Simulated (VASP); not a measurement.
# Cl on Cu(100): which site?, part 2 of 7

Where does Cl sit on Cu(100), and how strongly does it bind?

VASP 6.6.1, plane waves and PAW; the level of theory is named at each step.

So far. Step 3 (The bulk reference, job self-consistent run, k-mesh …): The run ends at a pressure of 0.80 GPa.

### Step 4. Surface relaxation

Level of this step: PBEsol; plane waves and PAW (Cu) (VASP).

System of this step: Cu(100). The cell holds 16 atoms: 16 Cu. Its edges and angles: a = 5.040 Å, b = 5.040 Å, c = 20.346 Å, α = 90.0°, β = 90.0°, γ = 90.0°. It derives from Cu. 4 layers of fcc Cu, cut at this functional's lattice. Vacuum lies along c.

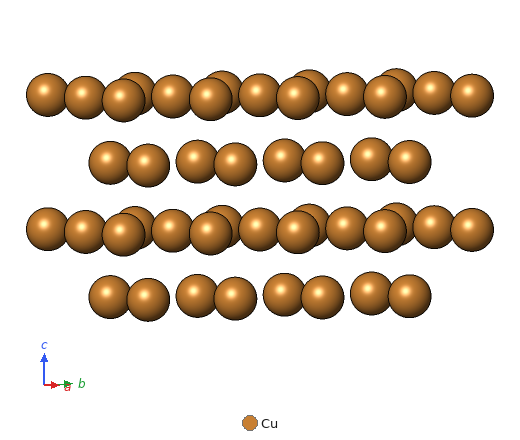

The cell of this step (copper orange). 1×2×1 cells are drawn. Some periodic images of atoms are drawn too.

The free atoms relax, while those held by selective dynamics keep their cut positions.

Contents of INCAR:

```
SYSTEM = Cu
PREC = Normal
ENCUT = 330
EDIFF = 1E-05
NELM = 120
ISMEAR = 1
SIGMA = 0.15
LREAL = Auto
ALGO = Fast
GGA = PS
NBANDS = 109
LASPH = .TRUE.
LORBIT = 11
LWAVE = .FALSE.
LCHARG = .FALSE.
KPAR = 2
NCORE = 2
IBRION = 2
NSW = 40
ISIF = 2
EDIFFG = -0.03
POTIM = 0.4
MAXMIX = 40
IDIPOL = 3
LDIPOL = .TRUE.
DIPOL = 0.5 0.5 0.5
```

Contents of POSCAR:

```
Cu
1.0
    5.0400546950      0.0000000000      0.0000000000
    0.0000000000      5.0400546950      0.0000000000
    0.0000000000      0.0000000000     20.3457852786
Cu
16
Selective dynamics
Direct
    0.2500000000      0.2500000000      0.3686267200  F F F
    0.7500000000      0.2500000000      0.3686267200  F F F
    0.2500000000      0.7500000000      0.3686267200  F F F
    0.7500000000      0.7500000000      0.3686267200  F F F
    0.0000000000      0.0000000000      0.4562089100  F F F
    0.5000000000      0.0000000000      0.4562089100  F F F
    0.0000000000      0.5000000000      0.4562089100  F F F
    0.5000000000      0.5000000000      0.4562089100  F F F
    0.2500000000      0.2500000000      0.5437910900  T T T
    0.7500000000      0.2500000000      0.5437910900  T T T
    0.2500000000      0.7500000000      0.5437910900  T T T
    0.7500000000      0.7500000000      0.5437910900  T T T
    0.0000000000      0.0000000000      0.6313732800  T T T
    0.5000000000      0.0000000000      0.6313732800  T T T
    0.0000000000      0.5000000000      0.6313732800  T T T
    0.5000000000      0.5000000000      0.6313732800  T T T
```

Contents of KPOINTS:

```
Automatic mesh
0
Gamma
5 5 1
0 0 0
```

The projector-augmented-wave data sets are Cu (PBE family, release 64).

On the command line:

```
> mpirun -np 4 vasp_std
```

Log:

```text
[banner, memory and clock lines left out]
running    4 mpi-ranks, on    1 nodes
 distrk:  each k-point on    2 cores,    2 groups
 distr:  one band on    2 cores,    1 groups

 POSCAR found type information on POSCAR Cu
 POSCAR found :  1 types and      16 ions
 [... a notice as in an earlier step ...]

 LDA part: xc-table for (Slater+PW92), standard interpolation
 POSCAR, INCAR and KPOINTS ok, starting setup
 FFT: planning ... GRIDC
 FFT: planning ... GRID_SOFT
 FFT: planning ... GRID
 WAVECAR not read
 entering main loop
       N       E                     dE             d eps       ncg     rms          rms(c)
DAV:   1     0.147018904021E+04    0.14702E+04   -0.57751E+04  1308   0.149E+03
DAV:   2     0.957515512664E+02   -0.13744E+04   -0.13231E+04  1308   0.378E+02
DAV:   3    -0.707170533771E+02   -0.16647E+03   -0.15223E+03  1354   0.184E+02
DAV:   4    -0.782252897753E+02   -0.75082E+01   -0.73721E+01  1432   0.533E+01
DAV:   5    -0.784202477980E+02   -0.19496E+00   -0.19439E+00  1520   0.703E+00    0.316E+01
RMM:   6    -0.697795328682E+02    0.86407E+01   -0.17125E+02  1313   0.103E+02    0.176E+01
RMM:   7    -0.632296610138E+02    0.65499E+01   -0.36557E+01  1309   0.509E+01    0.254E+00
RMM:   8    -0.632905038345E+02   -0.60843E-01   -0.26300E+00  1333   0.699E+00    0.224E+00
RMM:   9    -0.632771932594E+02    0.13311E-01   -0.63627E-01  1324   0.496E+00    0.536E-01
RMM:  10    -0.632842918905E+02   -0.70986E-02   -0.18216E-01  1535   0.195E+00    0.524E-01
RMM:  11    -0.632816095755E+02    0.26823E-02   -0.28323E-02  1414   0.809E-01    0.419E-01
RMM:  12    -0.632754968669E+02    0.61127E-02   -0.83830E-03  1337   0.551E-01    0.260E-01
RMM:  13    -0.632739928355E+02    0.15040E-02   -0.65830E-03  1323   0.404E-01    0.136E-01
RMM:  14    -0.632738615831E+02    0.13125E-03   -0.24076E-03  1334   0.294E-01    0.732E-02
RMM:  15    -0.632738406089E+02    0.20974E-04   -0.88106E-04  1401   0.141E-01    0.520E-02
RMM:  16    -0.632743352787E+02   -0.49467E-03   -0.72397E-04  1342   0.953E-02    0.397E-02
RMM:  17    -0.632747017409E+02   -0.36646E-03   -0.29763E-04  1321   0.935E-02    0.245E-02
RMM:  18    -0.632749594971E+02   -0.25776E-03   -0.16486E-04  1306   0.537E-02    0.197E-02
RMM:  19    -0.632750655368E+02   -0.10604E-03   -0.67773E-05  1073   0.482E-02    0.780E-03
RMM:  20    -0.632751489587E+02   -0.83422E-04   -0.37692E-05   873   0.226E-02    0.742E-03
RMM:  21    -0.632751822010E+02   -0.33242E-04   -0.13951E-05   778   0.235E-02    0.464E-03
RMM:  22    -0.632752204294E+02   -0.38228E-04   -0.68247E-06   758   0.157E-02    0.431E-03
RMM:  23    -0.632752417020E+02   -0.21273E-04   -0.29067E-06   755   0.114E-02    0.210E-03
RMM:  24    -0.632752457439E+02   -0.40418E-05   -0.83152E-07   734   0.480E-03
   1 F= -.63275246E+02 E0= -.63271205E+02  d E =-.632752E+02
 curvature:   0.00 expect dE= 0.000E+00 dE for cont linesearch  0.000E+00
 trial: gam= 0.00000 g(F)=  0.170E-01 g(S)=  0.000E+00 ort = 0.000E+00 (trialstep = 0.100E+01)
 search vector abs. value=  0.170E-01
 bond charge predicted
       N       E                     dE             d eps       ncg     rms          rms(c)
DAV:   1    -0.632821410553E+02   -0.68994E-02   -0.37474E+00  1432   0.611E+00    0.138E-01
RMM:   2    -0.632866838073E+02   -0.45428E-02   -0.49224E-02  1340   0.146E+00    0.130E-01
RMM:   3    -0.632888513521E+02   -0.21675E-02   -0.23159E-02  1652   0.657E-01    0.117E-01
RMM:   4    -0.632891938596E+02   -0.34251E-03   -0.26658E-03  1544   0.196E-01    0.143E-01
RMM:   5    -0.632885368194E+02    0.65704E-03   -0.93842E-04  1320   0.142E-01    0.970E-02
RMM:   6    -0.632884979992E+02    0.38820E-04   -0.64160E-04  1347   0.902E-02    0.836E-02
RMM:   7    -0.632884939765E+02    0.40227E-05   -0.14951E-04  1357   0.591E-02    0.718E-02
RMM:   8    -0.632884973268E+02   -0.33503E-05   -0.41460E-05   974   0.274E-02
   2 F= -.63288497E+02 E0= -.63284376E+02  d E =-.132516E-01
[...]
3 F= -.63284681E+02 E0= -.63280465E+02  d E =-.943523E-02
 curvature:   0.21 expect dE= 0.169E-02 dE for cont linesearch  0.167E-02
 ZBRENT: interpolating
 opt :   2.3191  next Energy=   -63.294998 (dE=-0.198E-01)
 bond charge predicted
       N       E                     dE             d eps       ncg     rms          rms(c)
DAV:   1    -0.632782045435E+02    0.64777E-02   -0.92387E+00  1404   0.956E+00    0.229E-01
RMM:   2    -0.632897866478E+02   -0.11582E-01   -0.11057E-01  1314   0.245E+00    0.352E-01
RMM:   3    -0.632938115500E+02   -0.40249E-02   -0.57164E-02  1618   0.108E+00    0.969E-02
RMM:   4    -0.632945953477E+02   -0.78380E-03   -0.72782E-03  1550   0.341E-01    0.758E-02
RMM:   5    -0.632946220611E+02   -0.26713E-04   -0.35564E-04  1527   0.852E-02    0.616E-02
RMM:   6    -0.632945889425E+02    0.33119E-04   -0.81721E-05  1118   0.406E-02    0.446E-02
RMM:   7    -0.632945673729E+02    0.21570E-04   -0.47550E-05  1052   0.369E-02    0.345E-02
RMM:   8    -0.632945584026E+02    0.89703E-05   -0.24156E-05   848   0.257E-02
   4 F= -.63294558E+02 E0= -.63290378E+02  d E =-.193127E-01
 curvature:  -0.80 expect dE=-0.155E-04 dE for cont linesearch -0.585E-06
 trial: gam=-0.00542 g(F)=  0.193E-04 g(S)=  0.000E+00 ort = 0.111E-03 (trialstep = 0.126E+01)
 search vector abs. value=  0.186E-04
 reached required accuracy - stopping structural energy minimisation
```

The job ended after 49 s (4 MPI ranks of Intel Xeon 6975P-C (Granite Rapids), shared host; peak memory 0.8 GiB; 3.2 min of CPU time).

OUTCAR, selected parts (step 4):

```text
  LATTYP: Found a simple tetragonal cell.
 ALAT       =     5.0400546950
 C/A-ratio  =     4.0368183502

 Subroutine GETGRP returns: Found 16 space group operations
 (whereof  8 operations were pure point group operations)

The static configuration has the point symmetry C_4v.
 The point group associated with its full space group is D_4h.

 Found      6 irreducible k-points:

   k-points           NKPTS =      6   k-points in BZ     NKDIM =      6   number of bands    NBANDS=    109

   dimension x,y,z NGX =    24 NGY =   24 NGZ =   90
   dimension x,y,z NGXF=    48 NGYF=   48 NGZF=  180

   ENCUT  =  330.0 eV  24.25 Ry    4.92 a.u.   7.47  7.47 30.14*2*pi/ulx,y,z

   NELECT =     176.0000    total number of electrons

 dipolmoment           0.000000      0.000000     -0.002247 electrons x Angstroem

 E-fermi :  -0.2247

 k-point     1 :       0.0000    0.0000    0.0000
  band No.  band energies     occupation
    ...
     88      -0.5568      2.00754
     89      -0.2728      1.51355
     90      -0.2728      1.51355
     91      -0.2503      1.28400
     92      -0.2503      1.28400
     93       0.8884     -0.00000
     94       2.2779     -0.00000
     95       2.2779     -0.00000
     96       3.2611      0.00000
     97       3.2611      0.00000
    ...

 k-point     2 :       0.2000    0.0000    0.0000
  band No.  band energies     occupation
    ...
     84      -1.4828      2.00000
     85      -1.4592      2.00000
     86      -0.2983      1.73008
     87      -0.2579      1.36499
     88      -0.2555      1.34005
     89      -0.1236      0.09923
     90       0.1240     -0.00489
     91       0.1401     -0.00312
     92       1.3805     -0.00000
     93       1.4849     -0.00000
    ...

  Total       -6.1211723     -6.1211723     -0.7887932      0.0000000     -0.0000000      0.0000000
  in kB      -18.9758060    -18.9758060     -2.4452810      0.0000000     -0.0000000      0.0000000
  external PRESSURE =     -13.4656310 kB  Pullay stress =       0.0000000 kB

  energy-cutoff  :      330.00
  volume of cell :      516.83
      direct lattice vectors                 reciprocal lattice vectors
     5.040054695  0.000000000  0.000000000     0.198410545  0.000000000  0.000000000
     0.000000000  5.040054695  0.000000000     0.000000000  0.198410545  0.000000000
     0.000000000  0.000000000 20.345785279     0.000000000  0.000000000  0.049150229

 POSITION                                       TOTAL-FORCE (eV/Angst)
 -----------------------------------------------------------------------------------
      1.26001      1.26001      7.50000         0.000000     -0.000000      0.165795
      3.78004      1.26001      7.50000         0.000000     -0.000000      0.165795
      1.26001      3.78004      7.50000        -0.000000      0.000000      0.165795
      3.78004      3.78004      7.50000        -0.000000     -0.000000      0.165795
      0.00000      0.00000      9.28193        -0.000000      0.000000     -0.181496
      2.52003      0.00000      9.28193        -0.000000     -0.000000     -0.181496
      0.00000      2.52003      9.28193         0.000000     -0.000000     -0.181496
      2.52003      2.52003      9.28193        -0.000000      0.000000     -0.181496
      1.26001      1.26001     11.09038        -0.000000      0.000000      0.006862
      3.78004      1.26001     11.09038         0.000000      0.000000      0.006862
      1.26001      3.78004     11.09038         0.000000      0.000000      0.006862
      3.78004      3.78004     11.09038         0.000000     -0.000000      0.006862
      0.00000      0.00000     12.83249         0.000000      0.000000      0.008839
      2.52003      0.00000     12.83249        -0.000000      0.000000      0.008839
      0.00000      2.52003     12.83249        -0.000000      0.000000      0.008839
      2.52003      2.52003     12.83249         0.000000      0.000000      0.008839
 -----------------------------------------------------------------------------------
    total drift:                                0.000000      0.000000     -0.192017

  FREE ENERGIE OF THE ION-ELECTRON SYSTEM (eV)
  ---------------------------------------------------
  free  energy   TOTEN  =       -63.2945584026 eV

  energy  without entropy=      -63.2820157149  energy(sigma->0) =      -63.29037751

 vacuum level on the upper side and lower side of the slab         3.728         3.745

 total charge
# of ion       s       p       d       tot
------------------------------------------
    1        0.455   0.280   9.199   9.935
    2        0.455   0.280   9.199   9.935
    3        0.455   0.280   9.199   9.935
    4        0.455   0.280   9.199   9.935
    5        0.457   0.408   9.169  10.035
    6        0.457   0.408   9.169  10.035
    7        0.457   0.408   9.169  10.035
    8        0.457   0.408   9.169  10.035
    9        0.462   0.416   9.171  10.049
   10        0.462   0.416   9.171  10.049
   11        0.462   0.416   9.171  10.049
   12        0.462   0.416   9.171  10.049
   13        0.460   0.289   9.201   9.950
   14        0.460   0.289   9.201   9.950
   15        0.460   0.289   9.201   9.950
   16        0.460   0.289   9.201   9.950
--------------------------------------------------
tot          7.337   5.573 146.961 159.871

[... 1 part as in an earlier step ...]

[... 7 further parts left out ...]
```

The run keeps the 8 symmetry operations of its start, so it cannot find a distortion of lower symmetry.

The steps of the relaxation:

| step | energy less that of the first step (eV) | largest force (eV/Å) |
| --- | --- | --- |
| 1 | 0.0000 | 0.2963 |
| 2 | -0.0133 | 0.1742 |
| 3 | -0.0094 | 0.1938 |
| 4 | -0.0193 | 0.0088 |

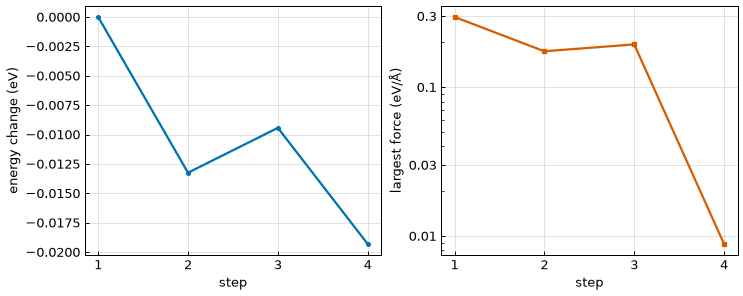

Energy and largest force along the relaxation.

The atoms that moved most (Å):

| atom | dx | dy | dz | length |
| --- | --- | --- | --- | --- |
| Cu12 | 0.000 | 0.000 | 0.027 | 0.027 |
| Cu11 | 0.000 | 0.000 | 0.027 | 0.027 |
| Cu10 | 0.000 | 0.000 | 0.027 | 0.027 |
| Cu9 | 0.000 | 0.000 | 0.027 | 0.027 |
| Cu16 | 0.000 | 0.000 | -0.013 | 0.013 |
| Cu15 | 0.000 | 0.000 | -0.013 | 0.013 |
| Cu14 | 0.000 | 0.000 | -0.013 | 0.013 |
| Cu13 | 0.000 | 0.000 | -0.013 | 0.013 |

Final coordinates:

```
Cu
1.0
     5.04005    0.00000    0.00000
     0.00000    5.04005    0.00000
     0.00000    0.00000   20.34579
Cu
16
Direct
  0.25000 0.25000 0.36863
  0.75000 0.25000 0.36863
  0.25000 0.75000 0.36863
  0.75000 0.75000 0.36863
  0.00000 0.00000 0.45621
  0.50000 0.00000 0.45621
  0.00000 0.50000 0.45621
  0.50000 0.50000 0.45621
  0.25000 0.25000 0.54509
  0.75000 0.25000 0.54509
  0.25000 0.75000 0.54509
  0.75000 0.75000 0.54509
  0.00000 0.00000 0.63072
  0.50000 0.00000 0.63072
  0.00000 0.50000 0.63072
  0.50000 0.50000 0.63072
```

Numbers from this step:

```yaml
electronic_cycles: 53
electrons: 176
free_energy_toten: -63.2946 eV
energy_at_zero_smearing: -63.2904 eV
fermi_energy: -0.2247 eV
dipole_moment: 0, 0, -0.002247 e·Å
```

The run ended after 4 ionic steps, 0.019 eV below its first step, once the forces on the free atoms met EDIFFG = -0.03.

[end of part 2 of 7]

[Lines on the potential files, build, host, timing and source positions are cut from VASP's logs without a mark.]

[Logs are printed without paths, hosts, clocks, repeated set-up lines and the standing remarks that a program may print on its own settings, such as how far it seeks lower states.]

[Hosts, paths, dates, database ids (printed as entryN), source tags and the programs' standing remarks are cut or masked in the printed files.]

[Runs that stopped without an error message from VASP are left out.]
